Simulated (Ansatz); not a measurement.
# How fast states decay through SrCaF4, part 2 of 3

Aim: relax a made-up compound, SrCaF4, and see how good a tunnel barrier it would be. It is built by putting F for I in the SrCaI4 structure of space group P2/m, with the volume rescaled by atomic radii. The parent structure comes from the Materials Project.

Ansatz 0.2.0; LDA DFT, plane waves, PAW files (the session's first sound run).

So far. Step 2 (Relaxing the new crystal): The largest force component on a free atom ends at 0.0024 eV/Å.

The structure was built from a prototype and need not be the compound's stable phase.

## 3. Band edges

The energy window and the wavevectors of the next steps follow from the band edges, so these are searched first, off the mesh as well.

Contents of input.yaml:

```yaml
crystal:
  lattice:
    - [4.0589470139, 0.0, -0.2029792081]
    - [0.0, 3.5879612217, 0.0]
    - [-0.2438936733, 0.0, 6.3937505544]
  atoms:
    - { symbol: Sr, position: [0.0, 0.0, 0.0] }
    - { symbol: Ca, position: [0.0, 0.5, 0.5] }
    - { symbol: F, position: [0.2228198984, 0.0, 0.3547466031] }
    - { symbol: F, position: [0.245996223, 0.5, 0.8287399874] }
    - { symbol: F, position: [0.754003777, 0.5, 0.1712600126] }
    - { symbol: F, position: [0.7771801016, 0.0, 0.6452533969] }
kpoints:
  mp_grid: { grid: [4, 6, 4] }
  band_path: { path: [VBM, CBM], npoints: 30 }
scf:
  occupations: { method: fixed }
hamiltonian:
  xc: lda
output:
  eigenvalues: true
  write_potential: true
  write_density: true
  volumetric_format: npy
  elf: true
```

On the command line:

```bash
> ansatz run input.yaml --threads 2 --pin off --max-ram 4096MiB --backend cpu --events-out ev --progress --plain --runs-dir out
```

Numbers of over 12 decimals in the logs are rounded to 6 here.

The program printed:

```text
[...]
Crystal: 6 atoms, lattice volume = 92.937 Å³
Basis set: ecut = 420 eV, 1787 PW (Γ)
Bands: 30, of which v1, the nominal top of the filled ones, is band 24 counted from 1 (23 counted from 0)
Symmetry: 4 space group operations
[...]
k-points: 40 of 96
[...]
SCF iter   1: F=—  HF=-8403.628618 eV  |F-HF|=—  |Δ(HF+E_count)|=         —  Δρ=1.77e-2  dr2=2.10e-1  ethr=1.77e-3  ⟨swp⟩=5.6  Hψ=5194  notcnv=0  defer=142
[...]
SCF iter   7: F=-8403.568802 eV  HF=-8403.568802 eV  |F-HF|=1.59e-8  |Δ(HF+E_count)|=   1.01e-7  Δρ=1.10e-5  dr2=7.80e-8  ethr=2.08e-10  ⟨swp⟩=10.6  Hψ=6413  notcnv=0
SCF 1 converged in 7 iterations: F = -8403.568802 eV  dr2 = 7.80e-8
[...]
NSCF: frozen V_eff on 80 k-points
[...]
SCF converged after 7 iterations
Free energy (F): -8403.568802 eV
[...]
Internal energy: -8403.568802 eV  (E = F + TS)
E sigma→0 (E₀):  -8403.568802 eV
Fermi energy:    2.458402 eV
[...]
--- Band table (eV; the first three rows and the last of 40) ---
  k-point 0: bands = [... 20 lower, 1.7196, 2.0031, 2.1799, 2.4505, 8.6036, 9.9893, 10.9004, 11.7940, ... 2 higher]
  k-point 1: bands = [... 20 lower, 1.8057, 1.9593, 1.9800, 2.3796, 8.9124, 9.9715, 10.8642, 11.5194, ... 2 higher]
  k-point 2: bands = [... 20 lower, 1.8318, 1.8497, 1.9879, 2.2953, 9.3975, 9.7790, 10.8197, 11.2772, ... 2 higher]
  k-point 39: bands = [... 20 lower, 1.8905, 2.1164, 2.1798, 2.4584, 10.7171, 11.2539, 12.3159, 12.6226, ... 2 higher]
```

The job ended after 15 s (2 threads of Arm Neoverse V2, shared host; peak memory 0.38 GiB).

Reading the cycles: dr2 is the Hartree energy of the density residual (eV), the measure of convergence; HF is the Harris–Foulkes estimate of the energy, which meets the free energy F at convergence.

This step gave:

```yaml
fermi_energy: 2.458 eV
gap_on_the_k_mesh: 6.145 eV
gap_on_path: 6.145 eV, by band count; negative where bands overlap
direct_gap_on_path: 6.153 eV
edge_places_on_path: 0, 1.296 1/A along the path
```

Electronic bands along the path, in eV, zero at the Fermi level (highest filled level under fixed occupations); v1 is the highest filled band, c1 the lowest empty one:

```
point     v4     v3     v2     v1    c1    c2
  VBM  -0.57  -0.34  -0.28   0.00  8.26  8.80
  CBM  -0.74  -0.46  -0.28  -0.01  6.15  7.53
```

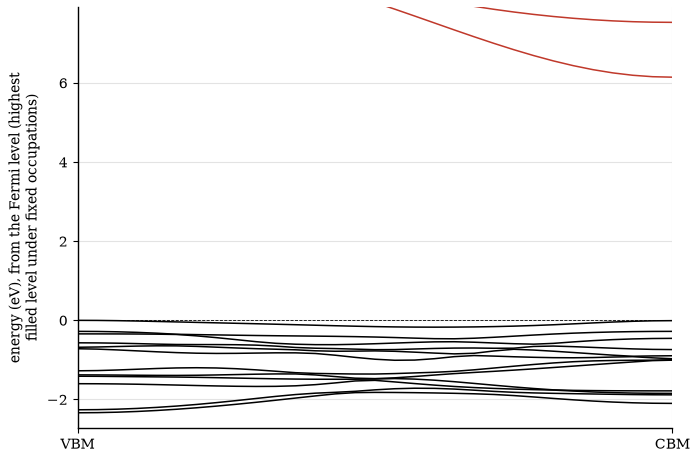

Electronic bands along the path; lines of filled and empty bands in two colours.

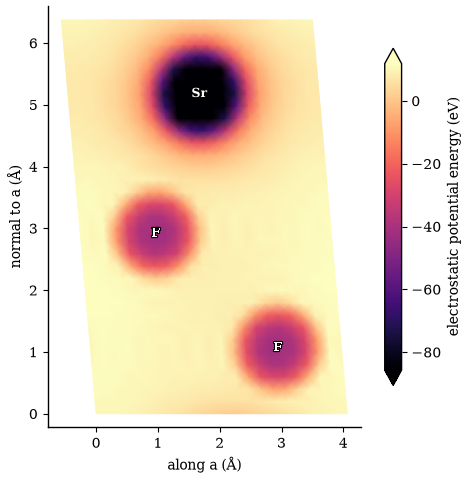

Electrostatic potential energy in the ac plane at fractional y = 0.000, with atoms of Sr and F within 0.2 Å of it. With pseudopotentials it is smooth inside the atoms' cores, unlike the true potential. The map starts off the cell's origin, so that atoms lie inside it.

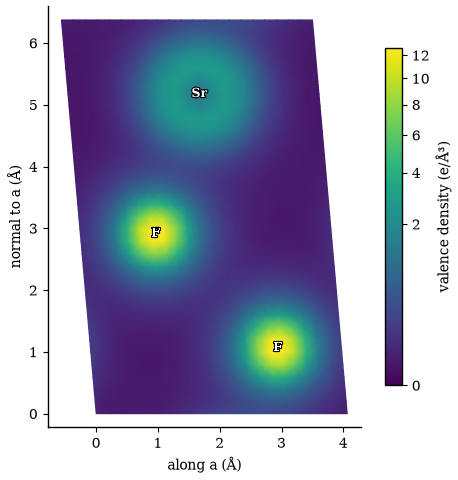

Valence density in the ac plane at fractional y = 0.000, with atoms of Sr and F within 0.2 Å of it. It is the smooth field of the valence electrons, not physical close to the nuclei. The map starts off the cell's origin, so that atoms lie inside it. The colour scale is stretched toward low values.

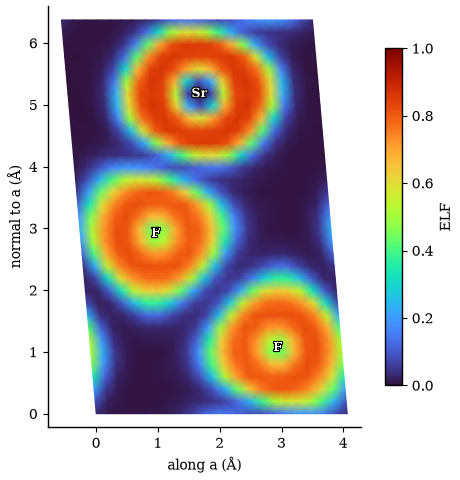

ELF in the ac plane at fractional y = 0.000, with atoms of Sr and F within 0.2 Å of it. It is the smooth field of the valence electrons, not physical close to the nuclei. The map starts off the cell's origin, so that atoms lie inside it.

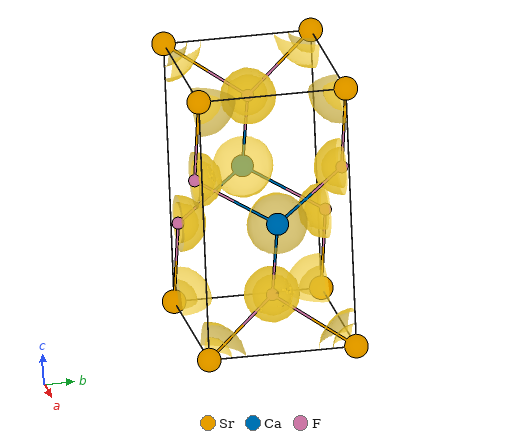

Surface of ELF = 0.8.

The searched edges give 6.15 eV, as on the mesh.

## 4. Complex bands

This step: LDA DFT, plane waves, PAW files; complex bands by layer matching along the plane's normal (Ansatz 0.2.0).

The same crystal is laid in a cell whose first two vectors span the (001) plane (indices of the standard conventional cell, whose axes can be ordered otherwise than in the bulk input). At fixed energy and wavevector in the plane the solver finds all kz, real and complex. A few wavevectors are listed, (0, 0), (-0.5, -0.5) and (0.5, 0) in units of the plane's reciprocal vectors; the slowest state needn't be among them.

Contents of input.yaml:

```yaml
crystal:
  lattice:
    - [4.064019122, 0.0, 0.0]
    - [0.0, 3.587961222, 0.0]
    - [-0.562927942, 0.0, 6.373589445]
  atoms:
    - { symbol: Sr, position: [0.0, 0.0, 0.0] }
    - { symbol: Ca, position: [0.0, 0.5, 0.5] }
    - { symbol: F, position: [0.2228198984, 0.0, 0.3547466031] }
    - { symbol: F, position: [0.245996223, 0.5, 0.8287399874] }
    - { symbol: F, position: [0.754003777, 0.5, 0.1712600126] }
    - { symbol: F, position: [0.7771801016, 0.0, 0.6452533969] }
kpoints:
  mp_grid: { grid: [6, 6, 4] }
scf:
  occupations: { method: fixed }
hamiltonian:
  xc: lda
output:
  eigenvalues: true
  transmission:
    leads: [[0, 0]]
    kpoints: [[0.0, 0.0], [-0.5, -0.5], [0.5, 0.0]]
    e_range: [-1.0, 7.15]
    de: 0.14
```

The program printed:

```text
[...]
Crystal: 6 atoms, lattice volume = 92.937 Å³
Basis set: ecut = 420 eV, 1787 PW (Γ)
Bands: 30, of which v1, the nominal top of the filled ones, is band 24 counted from 1 (23 counted from 0)
Symmetry: 4 space group operations
[...]
k-points: 56 of 144
[...]
SCF iter   1: F=—  HF=-8403.628469 eV  |F-HF|=—  |Δ(HF+E_count)|=         —  Δρ=1.77e-2  dr2=2.11e-1  ethr=1.77e-3  ⟨swp⟩=5.6  Hψ=7210  notcnv=0  defer=201
[...]
SCF iter   7: F=-8403.568952 eV  HF=-8403.568952 eV  |F-HF|=1.71e-8  |Δ(HF+E_count)|=   1.71e-7  Δρ=1.07e-5  dr2=7.32e-8  ethr=2.08e-10  ⟨swp⟩=10.6  Hψ=9051  notcnv=0
SCF 1 converged in 7 iterations: F = -8403.568952 eV  dr2 = 7.32e-8
[...]
transmission: 12 of 36 steps passed
transmission: 24 of 36 steps passed
transmission: 36 of 36 steps passed
SCF converged after 7 iterations
Free energy (F): -8403.568952 eV
[...]
Internal energy: -8403.568952 eV  (E = F + TS)
E sigma→0 (E₀):  -8403.568952 eV
Fermi energy:    2.458404 eV
[...]
--- Band table (eV; the first three rows and the last of 56) ---
  k-point 0: bands = [... 20 lower, 1.7196, 2.0031, 2.1799, 2.4505, 8.6036, 9.9893, 10.9004, 11.7940, ... 2 higher]
  k-point 1: bands = [... 20 lower, 1.8057, 1.9593, 1.9800, 2.3795, 8.9124, 9.9715, 10.8642, 11.5194, ... 2 higher]
  k-point 2: bands = [... 20 lower, 1.8318, 1.8497, 1.9879, 2.2953, 9.3975, 9.7790, 10.8197, 11.2772, ... 2 higher]
  k-point 55: bands = [... 20 lower, 1.8905, 2.1164, 2.1798, 2.4584, 10.7171, 11.2539, 12.3159, 12.6226, ... 2 higher]
--- Transmission ---
  basis      : 123 plane waves across, 12 finite elements along
  points     : 3, as listed
  energies   : 59 from -1.000000 to 7.120000 eV about the Fermi level, 0.140000 eV apart; the leads are filled to 3.072598 eV, and channels, transmission and decay are at 3.060000 eV
  crystal 0  : F4Sr1Ca1, at the sites [0, 0], period 6.3736 Å: whole cells are its period
    offset         : up to 0.0000 Å between an atom of the period and one for which it stands
    channels       : 0.000000e0 a spin
    conductance    : none, the energies end too early or step too widely for 300 K: set another output.transmission.e_range or a lower de, or, where they end at an eighth of basis.ecutwfc, a higher one
    slowest decay  : 0.5120 /Å at (0.0000, 0.0000)
```

The job ended after 25 s (2 threads; peak memory 0.44 GiB; 33 s of CPU time).

Numbers from this step:

| Quantity | Value |
| --- | --- |
| free energy | -8403.5690 eV |
| level to which the leads are filled | 3.073 eV from the Fermi level |
| decay constant at the filling level, zone centre | 0.512 Å⁻¹ |
| decay constant at the filling level, slowest listed point | 0.512 Å⁻¹ |

K parallel (0, 0); values up to 1.5 1/Å, a degenerate pair printed once or twice; energies at which all values exceed this have no row. The Im kz of the slowest decaying states by energy, zero at the highest filled level on the SCF mesh:

```
energy (eV)  decay 1 (Å⁻¹)  decay 2 (Å⁻¹)  decay 3 (Å⁻¹)  decay 4 (Å⁻¹)
      -1.00        0.00596         0.0482          0.952          0.953
      -0.02          0.287          0.428          0.670          0.904
       0.96          0.431          0.564          0.782          0.958
       1.94          0.501          0.647          0.934           1.01
       3.06          0.512          0.699          0.976           1.02
       4.04          0.476          0.721          0.929          0.972
       5.02          0.388          0.725          0.869          0.876
       6.00          0.157          0.706          0.758          0.799
       6.98         0.0460          0.550          0.682          0.716
```

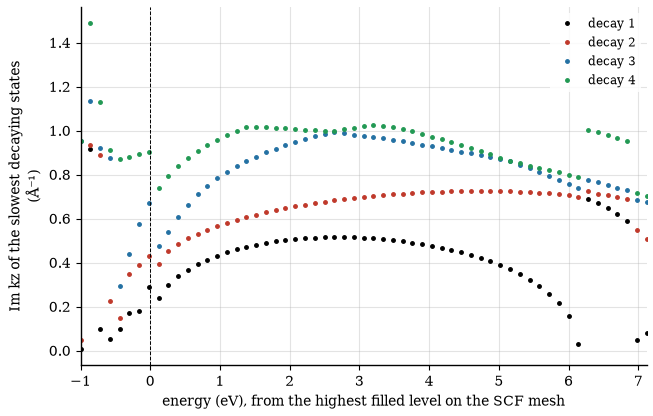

Im kz of the slowest decaying states, plotted against energy.

K parallel (-0.5, -0.5); values up to 1.5 1/Å, a degenerate pair printed once or twice; energies at which all values exceed this have no row. Table of Im kz of the slowest decaying states by energy, zero at the highest filled level on the SCF mesh:

```
energy (eV)  decay 1 (Å⁻¹)  decay 2 (Å⁻¹)  decay 3 (Å⁻¹)  decay 4 (Å⁻¹)
      -1.00          0.329           1.38           1.44           1.50
      -0.02          0.337          0.474          0.869           1.13
       0.96          0.490          0.544          0.895           1.18
       1.94          0.604          0.630          0.968           1.22
       3.06          0.679          0.680           1.03           1.16
       4.04          0.698          0.720           1.09           1.11
       5.02          0.693          0.739           1.06           1.07
       6.00          0.658          0.733          0.982           1.02
       6.98          0.567          0.680          0.880          0.993
```

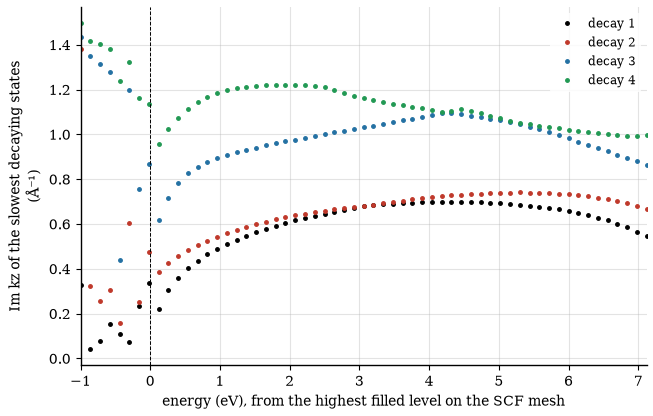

Im kz of the slowest decaying states against energy.

K parallel (0.5, 0); values up to 1.5 1/Å, a degenerate pair printed once or twice; energies at which all values exceed this have no row. The Im kz of the slowest decaying states by energy, zero at the highest filled level on the SCF mesh:

```
energy (eV)  decay 1 (Å⁻¹)  decay 2 (Å⁻¹)  decay 3 (Å⁻¹)  decay 4 (Å⁻¹)
      -1.00          0.247          0.470          0.596              -
      -0.02          0.226          0.303          0.667          0.685
       0.96          0.541          0.653          0.767          0.869
       1.94          0.648          0.757          0.862          0.963
       3.06          0.713          0.799          0.953          0.998
       4.04          0.742          0.807          0.989           1.01
       5.02          0.751          0.796          0.956           1.07
       6.00          0.739          0.765          0.899           1.04
       6.98          0.687          0.712          0.811          0.933
```

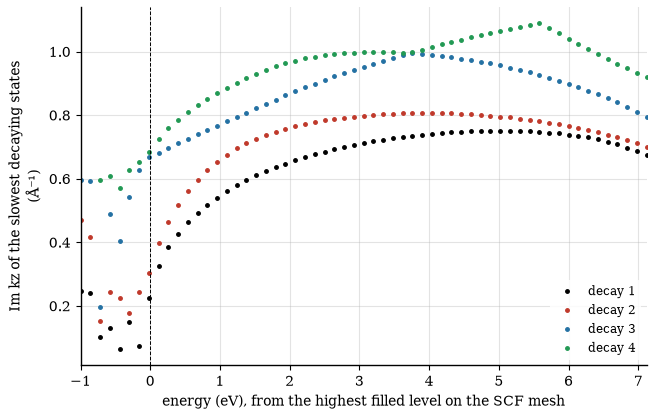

Im kz of the slowest decaying states against energy.

At the listed wavevectors the last open channel is at -0.02 eV and the next at +6.28 eV on the grid. At +3.06 eV, the grid energy nearest the filling level (the middle of the gap on the SCF mesh), the slowest state at the listed wavevectors decays with κ = 0.512 Å⁻¹, its amplitude falling by e over 2.0 Å. Through 1 nm of this crystal that state's transmission falls by exp(−2 × 0.512 Å⁻¹ × 10 Å) = 3.6e-5.

## 5. Decay over the two-dimensional zone

The listed points could miss the slowest state, so one energy near mid-gap is solved on a mesh of 8×12.

Changes to input.yaml since step 4:

```diff
@@ -20,6 +20,2 @@
   eigenvalues: true
-  transmission:
-    leads: [[0, 0]]
-    kpoints: [[0.0, 0.0], [-0.5, -0.5], [0.5, 0.0]]
-    e_range: [-1.0, 7.15]
-    de: 0.14
+  transmission: { leads: [[0, 0]], kmesh: [8, 12], e_range: [3.07, 3.08], de: 0.05 }
```

The program printed:

```text
[...]
Crystal: 6 atoms, lattice volume = 92.937 Å³
Basis set: ecut = 420 eV, 1787 PW (Γ)
Bands: 30, of which v1, the nominal top of the filled ones, is band 24 counted from 1 (23 counted from 0)
Symmetry: 4 space group operations
[...]
k-points: 56 of 144
[...]
SCF iter   1: F=—  HF=-8403.628469 eV  |F-HF|=—  |Δ(HF+E_count)|=         —  Δρ=1.77e-2  dr2=2.11e-1  ethr=1.77e-3  ⟨swp⟩=5.6  Hψ=7210  notcnv=0  defer=201
[...]
SCF iter   7: F=-8403.568952 eV  HF=-8403.568952 eV  |F-HF|=1.71e-8  |Δ(HF+E_count)|=   1.71e-7  Δρ=1.07e-5  dr2=7.32e-8  ethr=2.08e-10  ⟨swp⟩=10.6  Hψ=9051  notcnv=0
SCF 1 converged in 7 iterations: F = -8403.568952 eV  dr2 = 7.32e-8
[...]
transmission: 40 of 350 steps passed
transmission: 80 of 350 steps passed
[...]
transmission: 350 of 350 steps passed
SCF converged after 7 iterations
Free energy (F): -8403.568952 eV
[...]
Internal energy: -8403.568952 eV  (E = F + TS)
E sigma→0 (E₀):  -8403.568952 eV
Fermi energy:    2.458404 eV
[...]
--- Band table (eV; the first three rows and the last of 56) ---
  k-point 0: bands = [... 20 lower, 1.7196, 2.0031, 2.1799, 2.4505, 8.6036, 9.9893, 10.9004, 11.7940, ... 2 higher]
  k-point 1: bands = [... 20 lower, 1.8057, 1.9593, 1.9800, 2.3795, 8.9124, 9.9715, 10.8642, 11.5194, ... 2 higher]
  k-point 2: bands = [... 20 lower, 1.8318, 1.8497, 1.9879, 2.2953, 9.3975, 9.7790, 10.8197, 11.2772, ... 2 higher]
  k-point 55: bands = [... 20 lower, 1.8905, 2.1164, 2.1798, 2.4584, 10.7171, 11.2539, 12.3159, 12.6226, ... 2 higher]
--- Transmission ---
  basis      : 123 plane waves across, 10 finite elements along
  points     : 35, standing for a mesh of 8 x 12
  energies   : 1 from 3.070000 to 3.070000 eV about the Fermi level; the leads are filled to 3.072598 eV, and channels, transmission and decay are at 3.070000 eV
  crystal 0  : F4Sr1Ca1, at the sites [0, 0], period 6.3736 Å: whole cells are its period
[...]
channels       : 0.000000e0 a spin
    conductance    : none, crystal 0 has no channel at the energies, or these end too early or step too widely for 300 K: set another output.transmission.e_range or a lower de, or, where they end at an eighth of basis.ecutwfc, a higher one
    slowest decay  : 0.5118 /Å at (0.0000, 0.0000)
```

Wall time 14 s (2 threads); peak memory 0.41 GiB.

Numbers from this step:

- least decay constant on the mesh: 0.5118 Å⁻¹

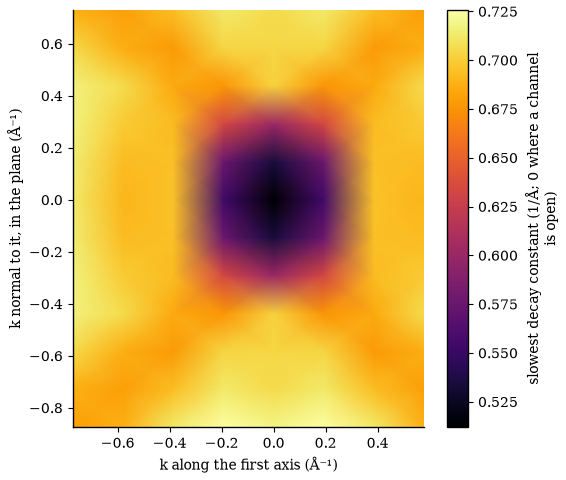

Slowest decay constant (1/Å; 0 where a channel is open) over k1 and k2. At 3.0700 eV from the Fermi level.

The least value on the mesh is 0.512 Å⁻¹ at +3.07 eV. At that energy the listed points give about 0.512 Å⁻¹ by interpolation, so the mesh holds no clearly slower state.

(Part 2 of 3 ends here.)

[Logs are printed without paths, hosts, clocks, repeated set-up lines and the standing remarks that a program may print on its own settings, such as how far it seeks lower states.]

[Hosts, paths, dates, database ids (printed as entryN), source tags and the programs' standing remarks are cut or masked in the printed files.]
